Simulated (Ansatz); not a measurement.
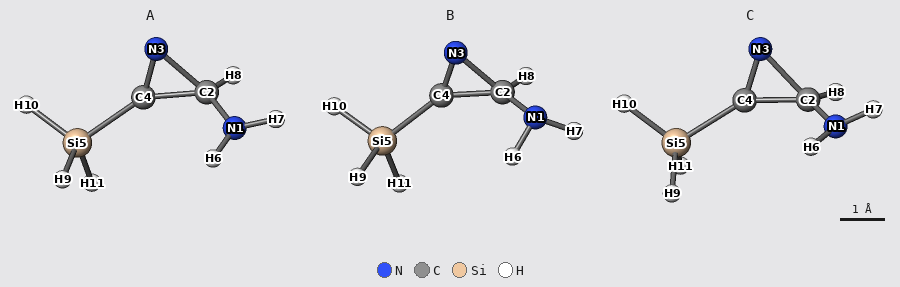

3 geometries from one relaxation of C$_{2}$H$_{6}$N$_{2}$Si, in shuffled order. A ball-and-stick model, seen at a tilt.

The run prepares an end point of a later path (inversion) calculation, from a guessed geometry.

Theory: RKS PBE0-D4/6-31G in Ansatz 0.2.0. (no spin polarisation; force threshold 0.015 eV/Å; at most 40 steps)

Question: Order the frames from highest to lowest energy.

Answer: B, A, C. They are steps 0, 6, 17, at +1.286 eV, +0.059 eV relative to the last. The largest moves after the best rigid fit, 0.73 Å, are those of H7 and H11. By element the largest moves are H 0.73 Å, N 0.39 Å, C 0.23 Å, Si 0.15 Å. Some distances before and after: C2–N3 1.491 → 1.608 Å, N3–C4 1.177 → 1.288 Å, C4–Si5 1.789 → 1.886 Å, N1–H6 1.073 → 1.006 Å. Among the angles between lasting bonds that change: C2–N1–H6 105.9° → 118.9°, H6–N1–H7 104.7° → 115.5°, N1–C2–N3 111.2° → 121.1°. Groups turn about C4–Si5 by about 40°. The energy falls by 1.286 eV in 15 accepted moves (17 points after the start). Largest force component: 9.1 eV/Å at the start, 0.0062 eV/Å at the end. The line search rejected the trial steps at points 4, 8 of the run. The run took 67 s on 1 thread of AMD EPYC 7R43 64-Core Processor (Zen 3), on a shared host, peak memory 0.16 GiB.
